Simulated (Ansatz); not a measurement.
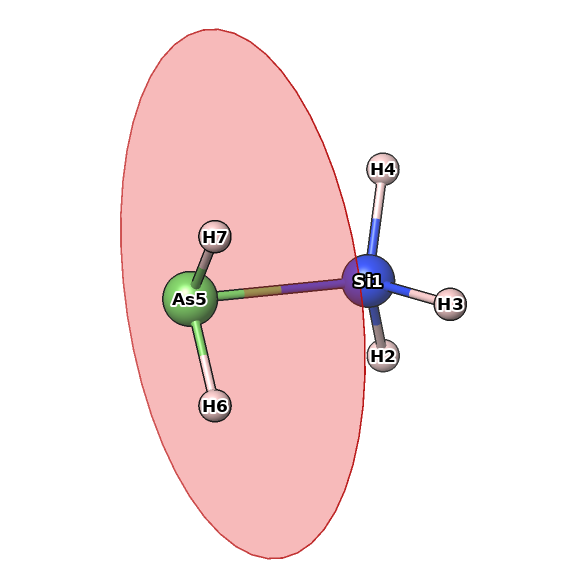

A disc through the centre of mass is drawn in. Depth is shown by fading: the farther an atom, the more it takes the colour of the background. The computed structure is the end point of a PBE0-D4/def2-TZVP optimisation.

Q: Is the plane of the disc a mirror plane of the structure?

A: No. The point group is Cs, with 1 mirror plane, and this plane isn't one of its mirror planes.
